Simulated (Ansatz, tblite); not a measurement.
**Al13As13 zinc blende bond sphere (Al13As13H30): charged states by level of theory**

Aim: the energy of removing and adding an electron for Al13As13 zinc blende bond sphere (Al13As13H30), by energy differences, and how well orbital energies stand in for it.

The runs use Ansatz 0.2.0, Gaussian basis; as each input shows.

Levels to be run: charge +1 doublet, at the geometry of the singlet (PBE0-D4/def2-TZVP, PBE-D4/def2-TZVP, B97M-V/def2-TZVP); charge -1 doublet, at the geometry of the singlet (PBE0-D4/def2-TZVP, PBE-D4/def2-TZVP, B97M-V/def2-TZVP); the starting singlet's energies come from earlier runs.

1 further run of the same task is left out (set aside as unsound or not needed). Runs told in other sessions of the task aren't counted.

**1. The structure**

The singlet was relaxed beforehand with r2SCAN-D4/def2-SVP.

56 atoms, charge 0, spin multiplicity 1.

Atoms are counted from 1 here; the program's logs count them from 0.

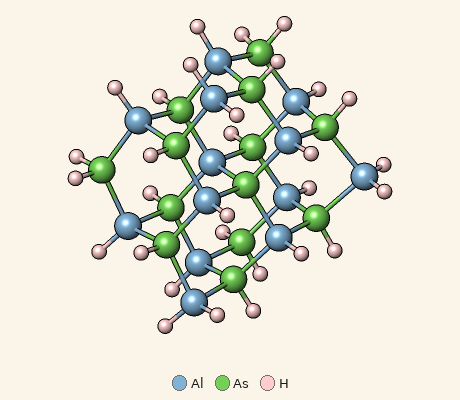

The structure; aluminium light blue, arsenic green, hydrogen pink.

**2. Charge +1 doublet at the fixed geometry, PBE0-D4/def2-TZVP**

Contents of in.yaml:

```yaml
crystal:
  periodic: [false, false, false]
  atoms:
    - {symbol: Al, position_ang: [-2.188682, -2.187170, -0.661131]}
    - {symbol: Al, position_ang: [-2.283073, 0.817408, -3.622069]}
    - {symbol: Al, position_ang: [-5.202579, 0.779443, -0.774241]}
    - {symbol: Al, position_ang: [-2.185552, 0.664976, 2.188721]}
    - {symbol: Al, position_ang: [-2.279800, 3.625153, -0.816510]}
    - {symbol: Al, position_ang: [0.813697, -2.282170, -3.623736]}
    - {symbol: Al, position_ang: [0.775246, -5.203660, -0.776967]}
    - {symbol: Al, position_ang: [0.664116, -2.187629, 2.187369]}
    - {symbol: Al, position_ang: [3.622458, -2.282350, -0.819184]}
    - {symbol: Al, position_ang: [0.666565, 0.666229, -0.667389]}
    - {symbol: Al, position_ang: [0.820320, 3.624544, 2.279401]}
    - {symbol: Al, position_ang: [3.625420, 0.816619, 2.278134]}
    - {symbol: Al, position_ang: [0.780935, 0.777582, 5.201745]}
    - {symbol: As, position_ang: [-3.517521, -0.607101, -2.052190]}
    - {symbol: As, position_ang: [-0.610378, -3.516817, -2.053616]}
    - {symbol: As, position_ang: [-0.723617, -0.720672, -4.836032]}
    - {symbol: As, position_ang: [-0.733943, -0.733928, 0.734955]}
    - {symbol: As, position_ang: [-0.787610, 2.083029, -2.082706]}
    - {symbol: As, position_ang: [-3.514539, 2.056727, 0.609349]}
    - {symbol: As, position_ang: [-0.604089, 2.056133, 3.515831]}
    - {symbol: As, position_ang: [-0.717580, 4.838277, 0.719527]}
    - {symbol: As, position_ang: [2.081128, -0.788318, -2.084208]}
    - {symbol: As, position_ang: [2.054237, -3.517125, 0.606869]}
    - {symbol: As, position_ang: [2.057180, -0.607985, 3.514572]}
    - {symbol: As, position_ang: [4.837058, -0.721064, 0.716519]}
    - {symbol: As, position_ang: [2.084101, 2.082584, 0.785007]}
    - {symbol: H, position_ang: [-3.132130, -3.130468, 0.196788]}
    - {symbol: H, position_ang: [-3.080006, 1.740372, -4.635543]}
    - {symbol: H, position_ang: [-6.047326, -0.172978, 0.180345]}
    - {symbol: H, position_ang: [-5.869488, 1.804018, -1.799147]}
    - {symbol: H, position_ang: [-3.129255, -0.190992, 3.133570]}
    - {symbol: H, position_ang: [-3.076626, 4.638995, -1.739188]}
    - {symbol: H, position_ang: [1.735442, -3.079176, -4.638302]}
    - {symbol: H, position_ang: [-0.177873, -6.047627, 0.177607]}
    - {symbol: H, position_ang: [1.798882, -5.871232, -1.802366]}
    - {symbol: H, position_ang: [-0.192551, -3.131030, 3.131855]}
    - {symbol: H, position_ang: [4.635694, -3.079141, -1.742583]}
    - {symbol: H, position_ang: [1.744346, 4.637996, 3.075172]}
    - {symbol: H, position_ang: [4.640116, 1.739311, 3.073854]}
    - {symbol: H, position_ang: [-0.173142, -0.175549, 6.046281]}
    - {symbol: H, position_ang: [1.806379, 1.801480, 5.868855]}
    - {symbol: H, position_ang: [-4.345184, -1.482391, -2.970093]}
    - {symbol: H, position_ang: [-1.486861, -4.343192, -2.971527]}
    - {symbol: H, position_ang: [-1.551289, -1.547450, -5.792151]}
    - {symbol: H, position_ang: [0.055241, 0.058276, -5.871443]}
    - {symbol: H, position_ang: [0.106625, 2.945569, -2.947254]}
    - {symbol: H, position_ang: [-4.340449, 2.975470, 1.485420]}
    - {symbol: H, position_ang: [-1.478840, 2.974860, 4.343153]}
    - {symbol: H, position_ang: [-1.543600, 5.795340, 1.546846]}
    - {symbol: H, position_ang: [0.061544, 5.872696, -0.060446]}
    - {symbol: H, position_ang: [2.944227, 0.105618, -2.948494]}
    - {symbol: H, position_ang: [2.973223, -4.343730, 1.482008]}
    - {symbol: H, position_ang: [2.976153, -1.483544, 4.340754]}
    - {symbol: H, position_ang: [5.794851, -1.547597, 1.542498]}
    - {symbol: H, position_ang: [5.870868, 0.058151, -0.064198]}
    - {symbol: H, position_ang: [2.947491, 2.945202, -0.110272]}
basis:
  gaussian: {orbitals: def2-TZVP, fitting: {mean_field: def2-universal-jkfit}}
total_charge: 1
magnetization: {spin_polarized: true, initial_magnetization: 1}
hamiltonian: {xc: pbe0, dispersion: d4}
scf: {omitted_lower_state_checks: [starts]}
output: {orbitals: {seedname: orbitals}}
```

Run with:

```console
> ansatz run in.yaml --threads 11 --pin off --events-out ev --progress --plain --max-ram 110592MiB --backend cuda --devices 0, --max-vram 75GiB
```

Standard output:

```text
Functional definition: PBE0
  name "PBE0"
  cite "Adamo & Barone, J. Chem. Phys. 110, 6158 (1999) doi:10.1063/1.478522"
  cite "Perdew, Burke & Ernzerhof, Phys. Rev. Lett. 77, 3865 (1996) doi:10.1103/PhysRevLett.77.3865"
  parent pbe
  parameter a = 0.25
  parameter kappa = 0.804
  parameter beta = 0.06672455060314922
  exchange = (1 - a)*pbe_x(kappa = kappa, mu = beta*pi^2/3) + a*exact_x
  correlation = pbe_c(beta = beta)
these checks for a lower state are left out or cut short: starts
5662 factors; integrals over basis functions are off by at most 6.7e-1 eV
mean field evaluation 1: about -877063.3074 eV, gradient 3.1e1 eV
mean field evaluation 2: about -877061.1239 eV, gradient 3.3e1 eV
mean field evaluation 4: about -877068.0936 eV, gradient 5.2e0 eV
mean field evaluation 8: about -877068.3368 eV, gradient 8.0e-1 eV
mean field evaluation 16: about -877068.3301 eV, gradient 6.8e-2 eV
mean field evaluation 32: about -877068.4100 eV, gradient 1.9e-5 eV
mean field -877068.41004548 eV, -32231.6695708509 hartree, gradient 4.9e-6 eV, S^2 0.754389; 0 other end points of the search recorded, 0 dependent functions left out
reference -877068.41014674 eV, -32231.6695745720 hartree; 314, 313 occupied and 971, 972 virtual orbitals, 5662 factors
Total energy: -877072.68036508 eV, -32231.8265022016 hartree
Checks for a lower state left out: starts
```

It took 69 s on 1 × H100 with 11 threads of AMD EPYC 7R13, shared host; peak host memory 2.4 GiB.

Report: HOMO -9.59 eV, LUMO -8.96 eV (over both spins); ⟨S²⟩ 0.754 (pure: 0.75).

**3. Charge +1 doublet at the fixed geometry, PBE-D4/def2-TZVP**

start.molden holds the orbitals of an earlier run on this state, given as this run's starting guess.

Changes to in.yaml since step 2:

```diff
@@ -60,6 +60,6 @@
 basis:
-  gaussian: {orbitals: def2-TZVP, fitting: {mean_field: def2-universal-jkfit}}
+  gaussian: {orbitals: def2-TZVP, fitting: {mean_field: def2-universal-jkfit}, initial_orbitals: start.molden}
 total_charge: 1
 magnetization: {spin_polarized: true, initial_magnetization: 1}
-hamiltonian: {xc: pbe0, dispersion: d4}
+hamiltonian: {xc: pbe, dispersion: d4}
 scf: {omitted_lower_state_checks: [starts]}
```

Same command.

Standard output:

```text
Functional definition: PBE
  name "PBE"
  cite "Perdew, Burke & Ernzerhof, Phys. Rev. Lett. 77, 3865 (1996) doi:10.1103/PhysRevLett.77.3865"
  parent pbe
  parameter kappa = 0.804
  parameter beta = 0.06672455060314922
  exchange = pbe_x(kappa = kappa, mu = beta*pi^2/3)
  correlation = pbe_c(beta = beta)
these checks for a lower state are left out or cut short: starts
5662 factors; integrals over basis functions are off by at most 6.7e-1 eV
mean field evaluation 1: about -877034.8276 eV, gradient 2.5e1 eV
mean field evaluation 2: about -877035.7691 eV, gradient 1.1e0 eV
mean field evaluation 4: about -877035.7829 eV, gradient 1.6e-1 eV
mean field evaluation 8: about -877035.7839 eV, gradient 2.3e-4 eV
mean field evaluation 16: about -877035.7838 eV, gradient 5.6e-2 eV
mean field -877035.78393686 eV, -32230.4705834738 hartree, gradient 2.8e-6 eV, S^2 0.751048; 0 other end points of the search recorded, 0 dependent functions left out
reference -877035.78407600 eV, -32230.4705885870 hartree; 314, 313 occupied and 971, 972 virtual orbitals, 5662 factors
Total energy: -877040.42399231 eV, -32230.6411023665 hartree
Checks for a lower state left out: starts
```

Run time: 33 s. Hardware: 1 × H100 with 11 threads of AMD EPYC 7R13, shared host; peak host memory 2.3 GiB.

HOMO -8.71 eV, LUMO -8.80 eV (over both spins; with the spin held, an empty level of the minority spin lies below the top filled one); ⟨S²⟩ 0.751 (pure: 0.75).

**4. Charge +1 doublet at the fixed geometry, B97M-V/def2-TZVP**

Changes to in.yaml since step 3:

```diff
@@ -63,3 +63,3 @@
 magnetization: {spin_polarized: true, initial_magnetization: 1}
-hamiltonian: {xc: pbe, dispersion: d4}
+hamiltonian: {xc: {name: B97M-V}}
 scf: {omitted_lower_state_checks: [starts]}
```

The command is unchanged.

Standard output, shortened:

```text
Functional definition: B97M-V
  name "B97M-V"
  cite "Mardirossian & Head-Gordon, J. Chem. Phys. 142, 074111 (2015) doi:10.1063/1.4907719"
  cite "Becke, J. Chem. Phys. 107, 8554 (1997) doi:10.1063/1.475007"
  cite "Vydrov & Van Voorhis, J. Chem. Phys. 133, 244103 (2010) doi:10.1063/1.3521275"
  # Of w^i u^j: cxij and so on, Table III.
[...]
  gx(w, u) = cx00 + cx01*u + cx02*u^2 + (cx10 + cx11*u)*w
  gss(w, u) = css00 + css02*u^2 + css10*w + (css32*w^3 + css42*w^4)*u^2
  gos(w, u) = cos00 + cos01*u + cos03*u^3 + cos10*w + cos32*w^3*u^2
[...]
      + integral(e_c_pw_mod_opposite_spin*gos(b97_w_opposite, b97_u_opposite)) + vv10(b, c)
[...]
5662 factors; integrals over basis functions are off by at most 6.7e-1 eV
[...]
mean field -877039.40521282 eV, -32230.6036629109 hartree, gradient 1.6e-6 eV, S^2 0.751428; 0 other end points of the search recorded, 0 dependent functions left out
reference -877039.40541178 eV, -32230.6036702223 hartree; 314, 313 occupied and 971, 972 virtual orbitals, 5662 factors
Total energy: -877039.40541178 eV, -32230.6036702223 hartree
Checks for a lower state left out: starts
```

Run time: 96 s. Hardware: 1 × H100 with 11 threads of AMD EPYC 7R13, shared host; peak host memory 3.6 GiB.

From the report: HOMO -9.14 eV, LUMO -9.21 eV (over both spins; with the spin held, an empty level of the minority spin lies below the top filled one); ⟨S²⟩ 0.751 (pure: 0.75).

**5. Vertical ionisation energy**

Charged state less starting state, singlet to doublet; the starting state's energies are those of its earlier runs.

```tsv
level	vertical ionisation energy (eV)	time
PBE-D4/def2-TZVP	+7.56	40 s
B97M-V/def2-TZVP	+7.91	1.8 min
PBE0-D4/def2-TZVP	+8.10	82 s
```

Times add the two runs; a level without a time comes out of a correlated run.

Beside −ε(HOMO) of the starting state:

```tsv
level	−ε(HOMO) (eV)	by difference (eV)	mismatch (eV)
PBE-D4/def2-TZVP	6.14	7.56	-1.42
B97M-V/def2-TZVP	6.57	7.91	-1.34
PBE0-D4/def2-TZVP	7.11	8.10	-0.99
```

**6. Charge -1 doublet at the fixed geometry, PBE0-D4/def2-TZVP**

Changes to in.yaml since step 4:

```diff
@@ -60,6 +60,6 @@
 basis:
-  gaussian: {orbitals: def2-TZVP, fitting: {mean_field: def2-universal-jkfit}, initial_orbitals: start.molden}
-total_charge: 1
+  gaussian: {orbitals: def2-TZVP, fitting: {mean_field: def2-universal-jkfit}}
+total_charge: -1
 magnetization: {spin_polarized: true, initial_magnetization: 1}
-hamiltonian: {xc: {name: B97M-V}}
+hamiltonian: {xc: pbe0, dispersion: d4}
 scf: {omitted_lower_state_checks: [starts]}
```

Launched as before.

Standard output, shortened:

```text
Functional definition: PBE0
  name "PBE0"
  cite "Adamo & Barone, J. Chem. Phys. 110, 6158 (1999) doi:10.1063/1.478522"
  cite "Perdew, Burke & Ernzerhof, Phys. Rev. Lett. 77, 3865 (1996) doi:10.1103/PhysRevLett.77.3865"
  parent pbe
[...]
5662 factors; integrals over basis functions are off by at most 6.7e-1 eV
[...]
mean field -877077.37122138 eV, -32231.9988879912 hartree, gradient 2.3e-6 eV, S^2 0.753681; 0 other end points of the search recorded, 0 dependent functions left out
reference -877077.37133192 eV, -32231.9988920531 hartree; 315, 314 occupied and 970, 971 virtual orbitals, 5662 factors
Total energy: -877081.77584721 eV, -32232.1607550049 hartree
Checks for a lower state left out: starts
```

Run time: 38 s. Hardware: 1 × H100 with 11 threads of AMD EPYC 7R13, shared host; peak host memory 2.4 GiB.

Report: HOMO -0.07 eV, LUMO 0.87 eV (over both spins); ⟨S²⟩ 0.754 (pure: 0.75).

**7. Charge -1 doublet at the fixed geometry, PBE-D4/def2-TZVP**

Changes to in.yaml since step 6:

```diff
@@ -60,6 +60,6 @@
 basis:
-  gaussian: {orbitals: def2-TZVP, fitting: {mean_field: def2-universal-jkfit}}
+  gaussian: {orbitals: def2-TZVP, fitting: {mean_field: def2-universal-jkfit}, initial_orbitals: start.molden}
 total_charge: -1
 magnetization: {spin_polarized: true, initial_magnetization: 1}
-hamiltonian: {xc: pbe0, dispersion: d4}
+hamiltonian: {xc: pbe, dispersion: d4}
 scf: {omitted_lower_state_checks: [starts]}
```

Launched as before.

Standard output:

```text
Functional definition: PBE
  name "PBE"
  cite "Perdew, Burke & Ernzerhof, Phys. Rev. Lett. 77, 3865 (1996) doi:10.1103/PhysRevLett.77.3865"
  parent pbe
  parameter kappa = 0.804
  parameter beta = 0.06672455060314922
  exchange = pbe_x(kappa = kappa, mu = beta*pi^2/3)
  correlation = pbe_c(beta = beta)
these checks for a lower state are left out or cut short: starts
5662 factors; integrals over basis functions are off by at most 6.7e-1 eV
mean field evaluation 1: about -877043.4780 eV, gradient 2.5e1 eV
mean field evaluation 2: about -877044.4289 eV, gradient 1.2e0 eV
mean field evaluation 4: about -877044.4360 eV, gradient 1.1e-1 eV
mean field evaluation 8: about -877044.4368 eV, gradient 1.7e-4 eV
mean field evaluation 16: about -877044.4368 eV, gradient 8.0e-6 eV
mean field -877044.43679907 eV, -32230.7885702947 hartree, gradient 8.0e-6 eV, S^2 0.751962; 0 other end points of the search recorded, 0 dependent functions left out
reference -877044.43694683 eV, -32230.7885757251 hartree; 315, 314 occupied and 970, 971 virtual orbitals, 5662 factors
Total energy: -877049.22392822 eV, -32230.9644940464 hartree
Checks for a lower state left out: starts
```

It took 17 s on 1 × H100 with 11 threads of AMD EPYC 7R13, shared host; peak host memory 2.4 GiB.

From the report: HOMO 0.09 eV, LUMO 0.15 eV (over both spins); ⟨S²⟩ 0.752 (pure: 0.75). Doubts: highest occupied level lies above zero.

**8. Charge -1 doublet at the fixed geometry, B97M-V/def2-TZVP**

Changes to in.yaml since step 7:

```diff
@@ -63,3 +63,3 @@
 magnetization: {spin_polarized: true, initial_magnetization: 1}
-hamiltonian: {xc: pbe, dispersion: d4}
+hamiltonian: {xc: {name: B97M-V}}
 scf: {omitted_lower_state_checks: [starts]}
```

Launched as before.

Standard output, shortened:

```text
Functional definition: B97M-V
  name "B97M-V"
  cite "Mardirossian & Head-Gordon, J. Chem. Phys. 142, 074111 (2015) doi:10.1063/1.4907719"
  cite "Becke, J. Chem. Phys. 107, 8554 (1997) doi:10.1063/1.475007"
  cite "Vydrov & Van Voorhis, J. Chem. Phys. 133, 244103 (2010) doi:10.1063/1.3521275"
  # Of w^i u^j: cxij and so on, Table III.
[...]
  gx(w, u) = cx00 + cx01*u + cx02*u^2 + (cx10 + cx11*u)*w
  gss(w, u) = css00 + css02*u^2 + css10*w + (css32*w^3 + css42*w^4)*u^2
  gos(w, u) = cos00 + cos01*u + cos03*u^3 + cos10*w + cos32*w^3*u^2
[...]
      + integral(e_c_pw_mod_opposite_spin*gos(b97_w_opposite, b97_u_opposite)) + vv10(b, c)
[...]
5662 factors; integrals over basis functions are off by at most 6.7e-1 eV
[...]
mean field -877048.47103882 eV, -32230.9368258713 hartree, gradient 7.0e-6 eV, S^2 0.752738; 0 other end points of the search recorded, 0 dependent functions left out
reference -877048.47124171 eV, -32230.9368333272 hartree; 315, 314 occupied and 970, 971 virtual orbitals, 5662 factors
Total energy: -877048.47124171 eV, -32230.9368333272 hartree
Checks for a lower state left out: starts
```

It took 44 s on 1 × H100 with 11 threads of AMD EPYC 7R13, shared host; peak host memory 3.7 GiB.

HOMO 0.10 eV, LUMO 0.15 eV (over both spins); ⟨S²⟩ 0.753 (pure: 0.75). Doubts: highest occupied level lies above zero.

**9. Vertical electron affinity**

Starting state less charged state (positive: the electron is bound), singlet to doublet; the starting state's energies are those of its earlier runs.

```tsv
level	vertical electron affinity (eV)	time
PBE-D4/def2-TZVP	+1.24	23 s
B97M-V/def2-TZVP	+1.16	57 s
PBE0-D4/def2-TZVP	+0.99	50 s
```

Times add the two runs; a level without a time comes out of a correlated run.

Beside −ε(LUMO) of the starting state:

```tsv
level	−ε(LUMO) (eV)	by difference (eV)	mismatch (eV)
PBE-D4/def2-TZVP	2.43	1.24	+1.19
B97M-V/def2-TZVP	2.42	1.16	+1.26
PBE0-D4/def2-TZVP	1.77	0.99	+0.78
```

**10. Results**

| quantity | value |
| --- | --- |
| vertical ionisation energy, functionals in def2-TZVP | 7.56 (PBE-D4) to 8.10 eV (PBE0-D4) |
| vertical electron affinity, functionals in def2-TZVP | 0.99 (PBE0-D4) to 1.24 eV (PBE-D4) |

What this shows: The vertical ionisation energy spans 7.56 to 8.10 eV over the functionals. −ε(HOMO) misses the level's own difference by -0.99 eV at best (PBE0-D4) and -1.42 eV at worst (PBE-D4). The vertical electron affinity spans 0.99 to 1.24 eV over the functionals. −ε(LUMO) misses the level's own difference by +0.78 eV at best (PBE0-D4) and +1.26 eV at worst (B97M-V).

The anion's highest level is positive in at least one run, so there the basis alone may hold the extra electron.
